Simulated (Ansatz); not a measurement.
```xyz
11

Al   -0.3415   -0.3932    0.7400
O     1.3118   -0.0086   -1.9231
O     0.7367   -1.0577    1.8694
O    -1.5208   -1.3536   -0.0172
H     0.8965    0.7700   -1.5125
N    -0.4172    1.4168    0.2802
H     0.6048   -0.3601   -2.4830
H     1.5088   -0.6477    2.2651
H    -1.5822   -2.3055    0.0973
H    -1.2770    1.7993   -0.1064
H     0.0800    2.1402    0.7902
```

Not at a stationary point (largest force 1.7 eV/Å).

All numbers below come from RKS B3LYP-D4/def2-SVP in Ansatz.

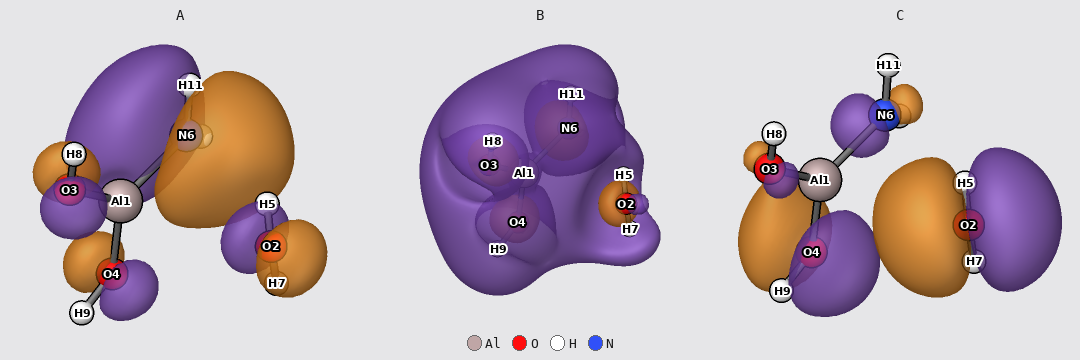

AlH4NO2···H2O. Three frontier orbitals at ±0.05 Å⁻³ᐟ² (orange and purple are the two phases), in no order.

> Which picture is the HOMO−1, the HOMO and the LUMO?

C is the HOMO−1 (−8.06 eV). Its weight (Hirshfeld) is mainly on O2 (about 70 %) and O4 (about 15 %); largely a lone pair of O2. A is the HOMO (−6.83 eV). Its weight (Hirshfeld) is mainly on N6 (about 70 %); largely a lone pair of N6. B is the LUMO (−0.28 eV). By Hirshfeld shares it lies mainly on Al1 (about 45 %), O3 (about 10 %), N6 (about 10 %), O4 (about 10 %) and H8 (about 5 %).

> What is the HOMO–LUMO gap?

6.55 eV between the orbital energies.
